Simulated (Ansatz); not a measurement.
**Run report: BF$_{3}$, molecular dynamics (part 1 of 4)**

BF$_{3}$, computed with RKS B3LYP-D4/def2-SVP (Ansatz 0.2.0).

It belongs to a series of runs on one base structure; here: dynamics from the start.

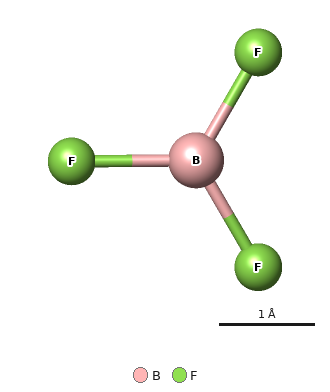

*The input geometry (ball-and-stick view, seen on its broad side).*

Bond lengths as drawn: B–F 1.31 Å.

**Input file**
```yaml
crystal:
  periodic: [false, false, false]
  atoms:
    - { symbol: B, position_ang: [0.0, 0.0, 1.0e-06] }
    - { symbol: F, position_ang: [0.0, 0.0, 1.31361] }
    - { symbol: F, position_ang: [1.137619, 0.0, -0.656805] }
    - { symbol: F, position_ang: [-1.137619, 0.0, -0.656805] }
basis:
  gaussian: { orbitals: def2-SVP }
hamiltonian:
  xc: b3lyp
  dispersion: d4
md:
  timestep: 2.0
  n_steps: 150
  ensemble: nvt_langevin
  temperature: 500.0
  initial_velocities: maxwell_boltzmann
  seed: 786527
  friction: 0.005
```

Launched with:
```bash
ansatz run input.yaml --threads 1 --pin off --max-ram 2048MiB --backend cpu --events-out ev --progress --plain --runs-dir out
```

**The program's output**
```
Engine: ansatz 0.2.0, aarch64-unknown-linux-gnu
Functional definition: B3LYP
  parameter a0 = 0.2
  parameter ax = 0.72
  parameter ac = 0.81
  exchange = (1 - a0 - ax)*slater_x + ax*b88_x + a0*exact_x
  correlation = (1 - ac)*vwn_rpa_c + ac*lyp_c
581 factors; integrals over basis functions are off by at most 4.9e-4 eV
mean field evaluation 1: about -8822.4770 eV, gradient 4.2e1 eV
mean field evaluation 2: about -8820.0040 eV, gradient 6.0e1 eV
mean field evaluation 4: about -8825.0215 eV, gradient 2.6e-1 eV
mean field evaluation 8: about -8825.0239 eV, gradient 3.7e-3 eV
mean field -8825.02393962 eV, -324.3136479650 hartree, gradient 8.5e-5 eV, S^2 0.000000; 0 other end points of the search recorded, 0 dependent functions left out
the calculation of the forces begins
reference -8825.02409526 eV, -324.3136536847 hartree; 16, 16 occupied and 40, 40 virtual orbitals, 581 factors
md step     0: t =     0.00 fs  T =   375.0 K  F+E_penalty+E_count = -8825.08946804 eV  E_kin = 0.193890 eV  (21 SCF iters)
these checks for a lower state are left out or cut short: starts, cluster_reference, orbital_swaps, neighbouring_geometries, increment
581 factors; integrals over basis functions are off by at most 5.0e-4 eV
mean field evaluation 16: about -8825.0134 eV, gradient 5.1e-5 eV
mean field -8825.01344697 eV, -324.3132623673 hartree, gradient 5.1e-5 eV, S^2 0.000000; 0 other end points of the search recorded, 0 dependent functions left out
the calculation of the forces begins
reference -8825.01360266 eV, -324.3132680886 hartree; 16, 16 occupied and 40, 40 virtual orbitals, 581 factors
md step     1: t =     2.00 fs  T =   287.8 K  F+E_penalty+E_count = -8825.07893242 eV  E_kin = 0.148798 eV  (22 SCF iters, 3 dispersion substeps)
[... from here on the SCF iterations and repeated set-up lines of each step are left out, up to the last step ...]
md step     2: t =     4.00 fs  T =   197.0 K  F+E_penalty+E_count = -8825.06283123 eV  E_kin = 0.101832 eV  (22 SCF iters, 3 dispersion substeps)
md step     3: t =     6.00 fs  T =   166.4 K  F+E_penalty+E_count = -8825.05240565 eV  E_kin = 0.086043 eV  (23 SCF iters, 3 dispersion substeps)
md step     4: t =     8.00 fs  T =   201.4 K  F+E_penalty+E_count = -8825.05104404 eV  E_kin = 0.104126 eV  (22 SCF iters, 3 dispersion substeps)
md step     5: t =    10.00 fs  T =   236.8 K  F+E_penalty+E_count = -8825.05789020 eV  E_kin = 0.122447 eV  (21 SCF iters, 3 dispersion substeps)
md step     6: t =    12.00 fs  T =   272.4 K  F+E_penalty+E_count = -8825.05924904 eV  E_kin = 0.140830 eV  (21 SCF iters, 3 dispersion substeps)
md step     7: t =    14.00 fs  T =   216.4 K  F+E_penalty+E_count = -8825.05032233 eV  E_kin = 0.111866 eV  (22 SCF iters, 3 dispersion substeps)
md step     8: t =    16.00 fs  T =   219.2 K  F+E_penalty+E_count = -8825.04449424 eV  E_kin = 0.113346 eV  (22 SCF iters, 3 dispersion substeps)
md step     9: t =    18.00 fs  T =   238.0 K  F+E_penalty+E_count = -8825.04762998 eV  E_kin = 0.123078 eV  (22 SCF iters, 3 dispersion substeps)
md step    10: t =    20.00 fs  T =   287.4 K  F+E_penalty+E_count = -8825.05853045 eV  E_kin = 0.148572 eV  (23 SCF iters, 3 dispersion substeps)
md step    11: t =    22.00 fs  T =   279.7 K  F+E_penalty+E_count = -8825.06762390 eV  E_kin = 0.144641 eV  (21 SCF iters, 3 dispersion substeps)
md step    12: t =    24.00 fs  T =   302.5 K  F+E_penalty+E_count = -8825.06334165 eV  E_kin = 0.156403 eV  (21 SCF iters, 3 dispersion substeps)
md step    13: t =    26.00 fs  T =   293.5 K  F+E_penalty+E_count = -8825.04339581 eV  E_kin = 0.151773 eV  (22 SCF iters, 3 dispersion substeps)
md step    14: t =    28.00 fs  T =   248.2 K  F+E_penalty+E_count = -8825.01872780 eV  E_kin = 0.128352 eV  (23 SCF iters, 3 dispersion substeps)
md step    15: t =    30.00 fs  T =   235.6 K  F+E_penalty+E_count = -8825.01057805 eV  E_kin = 0.121793 eV  (22 SCF iters, 3 dispersion substeps)
md step    16: t =    32.00 fs  T =   245.8 K  F+E_penalty+E_count = -8825.02705629 eV  E_kin = 0.127085 eV  (22 SCF iters, 3 dispersion substeps)
md step    17: t =    34.00 fs  T =   262.7 K  F+E_penalty+E_count = -8825.04732147 eV  E_kin = 0.135801 eV  (21 SCF iters, 3 dispersion substeps)
md step    18: t =    36.00 fs  T =   247.2 K  F+E_penalty+E_count = -8825.04484920 eV  E_kin = 0.127823 eV  (22 SCF iters, 3 dispersion substeps)
md step    19: t =    38.00 fs  T =   182.1 K  F+E_penalty+E_count = -8825.02317302 eV  E_kin = 0.094159 eV  (23 SCF iters, 3 dispersion substeps)
md step    20: t =    40.00 fs  T =   153.9 K  F+E_penalty+E_count = -8825.01440850 eV  E_kin = 0.079567 eV  (22 SCF iters, 3 dispersion substeps)
md step    21: t =    42.00 fs  T =   234.9 K  F+E_penalty+E_count = -8825.03638703 eV  E_kin = 0.121445 eV  (23 SCF iters, 3 dispersion substeps)
md step    22: t =    44.00 fs  T =   323.6 K  F+E_penalty+E_count = -8825.06626181 eV  E_kin = 0.167310 eV  (21 SCF iters, 3 dispersion substeps)
md step    23: t =    46.00 fs  T =   279.0 K  F+E_penalty+E_count = -8825.07120282 eV  E_kin = 0.144238 eV  (21 SCF iters, 3 dispersion substeps)
md step    24: t =    48.00 fs  T =   245.7 K  F+E_penalty+E_count = -8825.05360746 eV  E_kin = 0.127025 eV  (23 SCF iters, 3 dispersion substeps)
md step    25: t =    50.00 fs  T =   226.3 K  F+E_penalty+E_count = -8825.03094643 eV  E_kin = 0.117014 eV  (22 SCF iters, 3 dispersion substeps)
md step    26: t =    52.00 fs  T =   261.8 K  F+E_penalty+E_count = -8825.02408247 eV  E_kin = 0.135360 eV  (21 SCF iters, 3 dispersion substeps)
md step    27: t =    54.00 fs  T =   260.0 K  F+E_penalty+E_count = -8825.03614654 eV  E_kin = 0.134427 eV  (22 SCF iters, 3 dispersion substeps)
md step    28: t =    56.00 fs  T =   249.7 K  F+E_penalty+E_count = -8825.04475443 eV  E_kin = 0.129095 eV  (21 SCF iters, 3 dispersion substeps)
md step    29: t =    58.00 fs  T =   217.4 K  F+E_penalty+E_count = -8825.03460364 eV  E_kin = 0.112398 eV  (22 SCF iters, 3 dispersion substeps)
md step    30: t =    60.00 fs  T =   228.5 K  F+E_penalty+E_count = -8825.02104862 eV  E_kin = 0.118163 eV  (22 SCF iters, 3 dispersion substeps)
md step    31: t =    62.00 fs  T =   248.0 K  F+E_penalty+E_count = -8825.01877874 eV  E_kin = 0.128237 eV  (23 SCF iters, 3 dispersion substeps)
md step    32: t =    64.00 fs  T =   291.5 K  F+E_penalty+E_count = -8825.03380951 eV  E_kin = 0.150707 eV  (23 SCF iters, 3 dispersion substeps)
md step    33: t =    66.00 fs  T =   389.4 K  F+E_penalty+E_count = -8825.05635998 eV  E_kin = 0.201336 eV  (21 SCF iters, 3 dispersion substeps)
md step    34: t =    68.00 fs  T =   398.3 K  F+E_penalty+E_count = -8825.05716124 eV  E_kin = 0.205942 eV  (21 SCF iters, 3 dispersion substeps)
md step    35: t =    70.00 fs  T =   357.1 K  F+E_penalty+E_count = -8825.03065486 eV  E_kin = 0.184618 eV  (22 SCF iters, 3 dispersion substeps)
md step    36: t =    72.00 fs  T =   282.0 K  F+E_penalty+E_count = -8824.99630102 eV  E_kin = 0.145782 eV  (22 SCF iters, 3 dispersion substeps)
md step    37: t =    74.00 fs  T =   257.3 K  F+E_penalty+E_count = -8824.97583784 eV  E_kin = 0.133009 eV  (22 SCF iters, 3 dispersion substeps)
md step    38: t =    76.00 fs  T =   271.2 K  F+E_penalty+E_count = -8824.97521552 eV  E_kin = 0.140201 eV  (23 SCF iters, 3 dispersion substeps)
md step    39: t =    78.00 fs  T =   281.1 K  F+E_penalty+E_count = -8824.97973809 eV  E_kin = 0.145346 eV  (21 SCF iters, 3 dispersion substeps)
md step    40: t =    80.00 fs  T =   280.9 K  F+E_penalty+E_count = -8824.97411723 eV  E_kin = 0.145234 eV  (22 SCF iters, 3 dispersion substeps)
md step    41: t =    82.00 fs  T =   247.2 K  F+E_penalty+E_count = -8824.95181549 eV  E_kin = 0.127801 eV  (22 SCF iters, 3 dispersion substeps)
md step    42: t =    84.00 fs  T =   239.7 K  F+E_penalty+E_count = -8824.93943439 eV  E_kin = 0.123959 eV  (23 SCF iters, 3 dispersion substeps)
md step    43: t =    86.00 fs  T =   331.4 K  F+E_penalty+E_count = -8824.95912340 eV  E_kin = 0.171338 eV  (22 SCF iters, 3 dispersion substeps)
md step    44: t =    88.00 fs  T =   417.2 K  F+E_penalty+E_count = -8825.00539581 eV  E_kin = 0.215709 eV  (22 SCF iters, 3 dispersion substeps)
md step    45: t =    90.00 fs  T =   438.3 K  F+E_penalty+E_count = -8825.04141046 eV  E_kin = 0.226631 eV  (21 SCF iters, 3 dispersion substeps)
md step    46: t =    92.00 fs  T =   433.7 K  F+E_penalty+E_count = -8825.04388227 eV  E_kin = 0.224234 eV  (22 SCF iters, 3 dispersion substeps)
md step    47: t =    94.00 fs  T =   412.5 K  F+E_penalty+E_count = -8825.03393328 eV  E_kin = 0.213280 eV  (21 SCF iters, 3 dispersion substeps)
md step    48: t =    96.00 fs  T =   376.6 K  F+E_penalty+E_count = -8825.02903635 eV  E_kin = 0.194699 eV  (22 SCF iters, 3 dispersion substeps)
md step    49: t =    98.00 fs  T =   388.7 K  F+E_penalty+E_count = -8825.03238234 eV  E_kin = 0.200966 eV  (22 SCF iters, 3 dispersion substeps)
md step    50: t =   100.00 fs  T =   396.8 K  F+E_penalty+E_count = -8825.04018059 eV  E_kin = 0.205136 eV  (22 SCF iters, 3 dispersion substeps)
md step    51: t =   102.00 fs  T =   414.3 K  F+E_penalty+E_count = -8825.03507420 eV  E_kin = 0.214202 eV  (21 SCF iters, 3 dispersion substeps)
md step    52: t =   104.00 fs  T =   376.3 K  F+E_penalty+E_count = -8825.00750162 eV  E_kin = 0.194558 eV  (21 SCF iters, 3 dispersion substeps)
md step    53: t =   106.00 fs  T =   385.9 K  F+E_penalty+E_count = -8824.98323902 eV  E_kin = 0.199528 eV  (22 SCF iters, 3 dispersion substeps)
md step    54: t =   108.00 fs  T =   440.9 K  F+E_penalty+E_count = -8824.98026372 eV  E_kin = 0.227973 eV  (22 SCF iters, 3 dispersion substeps)
md step    55: t =   110.00 fs  T =   528.0 K  F+E_penalty+E_count = -8824.99693969 eV  E_kin = 0.273011 eV  (22 SCF iters, 3 dispersion substeps)
md step    56: t =   112.00 fs  T =   574.1 K  F+E_penalty+E_count = -8825.01607684 eV  E_kin = 0.296827 eV  (22 SCF iters, 3 dispersion substeps)
md step    57: t =   114.00 fs  T =   580.9 K  F+E_penalty+E_count = -8825.00609923 eV  E_kin = 0.300366 eV  (23 SCF iters, 3 dispersion substeps)
md step    58: t =   116.00 fs  T =   458.0 K  F+E_penalty+E_count = -8824.97197718 eV  E_kin = 0.236811 eV  (22 SCF iters, 3 dispersion substeps)
md step    59: t =   118.00 fs  T =   462.6 K  F+E_penalty+E_count = -8824.94845622 eV  E_kin = 0.239187 eV  (21 SCF iters, 3 dispersion substeps)
md step    60: t =   120.00 fs  T =   489.6 K  F+E_penalty+E_count = -8824.94316139 eV  E_kin = 0.253149 eV  (21 SCF iters, 3 dispersion substeps)
md step    61: t =   122.00 fs  T =   420.6 K  F+E_penalty+E_count = -8824.93770014 eV  E_kin = 0.217483 eV  (23 SCF iters, 3 dispersion substeps)
md step    62: t =   124.00 fs  T =   333.9 K  F+E_penalty+E_count = -8824.91720751 eV  E_kin = 0.172642 eV  (21 SCF iters, 3 dispersion substeps)
md step    63: t =   126.00 fs  T =   286.6 K  F+E_penalty+E_count = -8824.89429895 eV  E_kin = 0.148167 eV  (21 SCF iters, 3 dispersion substeps)
md step    64: t =   128.00 fs  T =   325.2 K  F+E_penalty+E_count = -8824.89415073 eV  E_kin = 0.168161 eV  (22 SCF iters, 3 dispersion substeps)
md step    65: t =   130.00 fs  T =   357.4 K  F+E_penalty+E_count = -8824.93252458 eV  E_kin = 0.184811 eV  (22 SCF iters, 3 dispersion substeps)
md step    66: t =   132.00 fs  T =   488.4 K  F+E_penalty+E_count = -8824.99361848 eV  E_kin = 0.252510 eV  (21 SCF iters, 3 dispersion substeps)
md step    67: t =   134.00 fs  T =   524.6 K  F+E_penalty+E_count = -8825.03763194 eV  E_kin = 0.271215 eV  (21 SCF iters, 3 dispersion substeps)
md step    68: t =   136.00 fs  T =   464.5 K  F+E_penalty+E_count = -8825.04649154 eV  E_kin = 0.240140 eV  (21 SCF iters, 3 dispersion substeps)
md step    69: t =   138.00 fs  T =   429.0 K  F+E_penalty+E_count = -8825.03259679 eV  E_kin = 0.221807 eV  (22 SCF iters, 3 dispersion substeps)
md step    70: t =   140.00 fs  T =   419.9 K  F+E_penalty+E_count = -8825.02688171 eV  E_kin = 0.217104 eV  (22 SCF iters, 3 dispersion substeps)
md step    71: t =   142.00 fs  T =   445.7 K  F+E_penalty+E_count = -8825.03406394 eV  E_kin = 0.230468 eV  (22 SCF iters, 3 dispersion substeps)
md step    72: t =   144.00 fs  T =   423.4 K  F+E_penalty+E_count = -8825.03717628 eV  E_kin = 0.218900 eV  (22 SCF iters, 3 dispersion substeps)
md step    73: t =   146.00 fs  T =   416.3 K  F+E_penalty+E_count = -8825.02593527 eV  E_kin = 0.215226 eV  (21 SCF iters, 3 dispersion substeps)
md step    74: t =   148.00 fs  T =   334.4 K  F+E_penalty+E_count = -8825.00086599 eV  E_kin = 0.172909 eV  (22 SCF iters, 3 dispersion substeps)
md step    75: t =   150.00 fs  T =   285.2 K  F+E_penalty+E_count = -8824.97631976 eV  E_kin = 0.147463 eV  (23 SCF iters, 3 dispersion substeps)
md step    76: t =   152.00 fs  T =   259.5 K  F+E_penalty+E_count = -8824.96473256 eV  E_kin = 0.134190 eV  (22 SCF iters, 3 dispersion substeps)
md step    77: t =   154.00 fs  T =   284.6 K  F+E_penalty+E_count = -8824.96919778 eV  E_kin = 0.147169 eV  (22 SCF iters, 3 dispersion substeps)
md step    78: t =   156.00 fs  T =   266.8 K  F+E_penalty+E_count = -8824.97697159 eV  E_kin = 0.137936 eV  (21 SCF iters, 3 dispersion substeps)
md step    79: t =   158.00 fs  T =   276.2 K  F+E_penalty+E_count = -8824.98028704 eV  E_kin = 0.142800 eV  (22 SCF iters, 3 dispersion substeps)
md step    80: t =   160.00 fs  T =   258.8 K  F+E_penalty+E_count = -8824.97591631 eV  E_kin = 0.133790 eV  (22 SCF iters, 3 dispersion substeps)
md step    81: t =   162.00 fs  T =   247.2 K  F+E_penalty+E_count = -8824.97430503 eV  E_kin = 0.127832 eV  (22 SCF iters, 3 dispersion substeps)
md step    82: t =   164.00 fs  T =   297.8 K  F+E_penalty+E_count = -8824.99511728 eV  E_kin = 0.153958 eV  (21 SCF iters, 3 dispersion substeps)
md step    83: t =   166.00 fs  T =   340.8 K  F+E_penalty+E_count = -8825.03447726 eV  E_kin = 0.176231 eV  (22 SCF iters, 3 dispersion substeps)
md step    84: t =   168.00 fs  T =   392.7 K  F+E_penalty+E_count = -8825.05566113 eV  E_kin = 0.203047 eV  (21 SCF iters, 3 dispersion substeps)
md step    85: t =   170.00 fs  T =   350.7 K  F+E_penalty+E_count = -8825.04058349 eV  E_kin = 0.181350 eV  (22 SCF iters, 3 dispersion substeps)
md step    86: t =   172.00 fs  T =   322.6 K  F+E_penalty+E_count = -8825.01661606 eV  E_kin = 0.166803 eV  (22 SCF iters, 3 dispersion substeps)
md step    87: t =   174.00 fs  T =   284.7 K  F+E_penalty+E_count = -8825.01222181 eV  E_kin = 0.147192 eV  (22 SCF iters, 3 dispersion substeps)
md step    88: t =   176.00 fs  T =   255.3 K  F+E_penalty+E_count = -8825.02398326 eV  E_kin = 0.132017 eV  (22 SCF iters, 3 dispersion substeps)
md step    89: t =   178.00 fs  T =   310.8 K  F+E_penalty+E_count = -8825.03022088 eV  E_kin = 0.160717 eV  (22 SCF iters, 3 dispersion substeps)
md step    90: t =   180.00 fs  T =   284.1 K  F+E_penalty+E_count = -8825.01408481 eV  E_kin = 0.146883 eV  (22 SCF iters, 3 dispersion substeps)
md step    91: t =   182.00 fs  T =   232.1 K  F+E_penalty+E_count = -8824.98201997 eV  E_kin = 0.119998 eV  (22 SCF iters, 3 dispersion substeps)
md step    92: t =   184.00 fs  T =   206.2 K  F+E_penalty+E_count = -8824.95915394 eV  E_kin = 0.106602 eV  (22 SCF iters, 3 dispersion substeps)
md step    93: t =   186.00 fs  T =   212.5 K  F+E_penalty+E_count = -8824.98130566 eV  E_kin = 0.109889 eV  (22 SCF iters, 3 dispersion substeps)
md step    94: t =   188.00 fs  T =   353.1 K  F+E_penalty+E_count = -8825.03736425 eV  E_kin = 0.182585 eV  (21 SCF iters, 3 dispersion substeps)
md step    95: t =   190.00 fs  T =   358.6 K  F+E_penalty+E_count = -8825.06251730 eV  E_kin = 0.185426 eV  (21 SCF iters, 3 dispersion substeps)
md step    96: t =   192.00 fs  T =   279.1 K  F+E_penalty+E_count = -8825.03201277 eV  E_kin = 0.144294 eV  (23 SCF iters, 3 dispersion substeps)
md step    97: t =   194.00 fs  T =   188.8 K  F+E_penalty+E_count = -8824.97404856 eV  E_kin = 0.097601 eV  (23 SCF iters, 3 dispersion substeps)
md step    98: t =   196.00 fs  T =   156.8 K  F+E_penalty+E_count = -8824.96294002 eV  E_kin = 0.081055 eV  (23 SCF iters, 3 dispersion substeps)
md step    99: t =   198.00 fs  T =   255.0 K  F+E_penalty+E_count = -8825.02314696 eV  E_kin = 0.131868 eV  (22 SCF iters, 3 dispersion substeps)
md step   100: t =   200.00 fs  T =   298.7 K  F+E_penalty+E_count = -8825.06797929 eV  E_kin = 0.154451 eV  (22 SCF iters, 3 dispersion substeps)
md step   101: t =   202.00 fs  T =   275.5 K  F+E_penalty+E_count = -8825.03998060 eV  E_kin = 0.142437 eV  (22 SCF iters, 3 dispersion substeps)
md step   102: t =   204.00 fs  T =   128.3 K  F+E_penalty+E_count = -8824.97481226 eV  E_kin = 0.066346 eV  (22 SCF iters, 3 dispersion substeps)
md step   103: t =   206.00 fs  T =    88.4 K  F+E_penalty+E_count = -8824.95312273 eV  E_kin = 0.045699 eV  (23 SCF iters, 3 dispersion substeps)
md step   104: t =   208.00 fs  T =   191.6 K  F+E_penalty+E_count = -8825.00371520 eV  E_kin = 0.099072 eV  (23 SCF iters, 3 dispersion substeps)
md step   105: t =   210.00 fs  T =   296.0 K  F+E_penalty+E_count = -8825.06420157 eV  E_kin = 0.153050 eV  (22 SCF iters, 3 dispersion substeps)
md step   106: t =   212.00 fs  T =   289.6 K  F+E_penalty+E_count = -8825.06861461 eV  E_kin = 0.149714 eV  (23 SCF iters, 3 dispersion substeps)
md step   107: t =   214.00 fs  T =   241.4 K  F+E_penalty+E_count = -8825.01215289 eV  E_kin = 0.124802 eV  (23 SCF iters, 3 dispersion substeps)
md step   108: t =   216.00 fs  T =   107.9 K  F+E_penalty+E_count = -8824.93629421 eV  E_kin = 0.055788 eV  (23 SCF iters, 3 dispersion substeps)
md step   109: t =   218.00 fs  T =    73.6 K  F+E_penalty+E_count = -8824.91374721 eV  E_kin = 0.038068 eV  (24 SCF iters, 3 dispersion substeps)
md step   110: t =   220.00 fs  T =   155.7 K  F+E_penalty+E_count = -8824.97228170 eV  E_kin = 0.080527 eV  (22 SCF iters, 3 dispersion substeps)
md step   111: t =   222.00 fs  T =   284.8 K  F+E_penalty+E_count = -8825.05200192 eV  E_kin = 0.147264 eV  (21 SCF iters, 3 dispersion substeps)
md step   112: t =   224.00 fs  T =   307.2 K  F+E_penalty+E_count = -8825.06911041 eV  E_kin = 0.158811 eV  (21 SCF iters, 3 dispersion substeps)
md step   113: t =   226.00 fs  T =   199.1 K  F+E_penalty+E_count = -8825.00918111 eV  E_kin = 0.102945 eV  (22 SCF iters, 3 dispersion substeps)
md step   114: t =   228.00 fs  T =    94.0 K  F+E_penalty+E_count = -8824.93866608 eV  E_kin = 0.048618 eV  (22 SCF iters, 3 dispersion substeps)
md step   115: t =   230.00 fs  T =   100.9 K  F+E_penalty+E_count = -8824.93744091 eV  E_kin = 0.052193 eV  (23 SCF iters, 3 dispersion substeps)
md step   116: t =   232.00 fs  T =   210.6 K  F+E_penalty+E_count = -8825.01073353 eV  E_kin = 0.108912 eV  (22 SCF iters, 3 dispersion substeps)
md step   117: t =   234.00 fs  T =   333.0 K  F+E_penalty+E_count = -8825.06647174 eV  E_kin = 0.172173 eV  (21 SCF iters, 3 dispersion substeps)
md step   118: t =   236.00 fs  T =   307.0 K  F+E_penalty+E_count = -8825.03214477 eV  E_kin = 0.158752 eV  (22 SCF iters, 3 dispersion substeps)
md step   119: t =   238.00 fs  T =   130.1 K  F+E_penalty+E_count = -8824.94892397 eV  E_kin = 0.067258 eV  (23 SCF iters, 3 dispersion substeps)
md step   120: t =   240.00 fs  T =    63.3 K  F+E_penalty+E_count = -8824.92397253 eV  E_kin = 0.032720 eV  (23 SCF iters, 3 dispersion substeps)
md step   121: t =   242.00 fs  T =   195.2 K  F+E_penalty+E_count = -8824.98710157 eV  E_kin = 0.100924 eV  (22 SCF iters, 3 dispersion substeps)
md step   122: t =   244.00 fs  T =   389.0 K  F+E_penalty+E_count = -8825.05973647 eV  E_kin = 0.201136 eV  (22 SCF iters, 3 dispersion substeps)
md step   123: t =   246.00 fs  T =   333.4 K  F+E_penalty+E_count = -8825.04811415 eV  E_kin = 0.172360 eV  (22 SCF iters, 3 dispersion substeps)
md step   124: t =   248.00 fs  T =   203.3 K  F+E_penalty+E_count = -8824.96732376 eV  E_kin = 0.105129 eV  (22 SCF iters, 3 dispersion substeps)
md step   125: t =   250.00 fs  T =    70.9 K  F+E_penalty+E_count = -8824.90563178 eV  E_kin = 0.036675 eV  (23 SCF iters, 3 dispersion substeps)
md step   126: t =   252.00 fs  T =   104.3 K  F+E_penalty+E_count = -8824.92541261 eV  E_kin = 0.053908 eV  (23 SCF iters, 3 dispersion substeps)
md step   127: t =   254.00 fs  T =   264.8 K  F+E_penalty+E_count = -8824.99681609 eV  E_kin = 0.136923 eV  (22 SCF iters, 3 dispersion substeps)
md step   128: t =   256.00 fs  T =   322.6 K  F+E_penalty+E_count = -8825.03774260 eV  E_kin = 0.166779 eV  (22 SCF iters, 3 dispersion substeps)
md step   129: t =   258.00 fs  T =   234.2 K  F+E_penalty+E_count = -8825.00810216 eV  E_kin = 0.121079 eV  (22 SCF iters, 3 dispersion substeps)
md step   130: t =   260.00 fs  T =   145.7 K  F+E_penalty+E_count = -8824.94697686 eV  E_kin = 0.075345 eV  (24 SCF iters, 3 dispersion substeps)
md step   131: t =   262.00 fs  T =   171.7 K  F+E_penalty+E_count = -8824.93048713 eV  E_kin = 0.088760 eV  (24 SCF iters, 3 dispersion substeps)
md step   132: t =   264.00 fs  T =   322.8 K  F+E_penalty+E_count = -8824.99390331 eV  E_kin = 0.166881 eV  (22 SCF iters, 3 dispersion substeps)
```
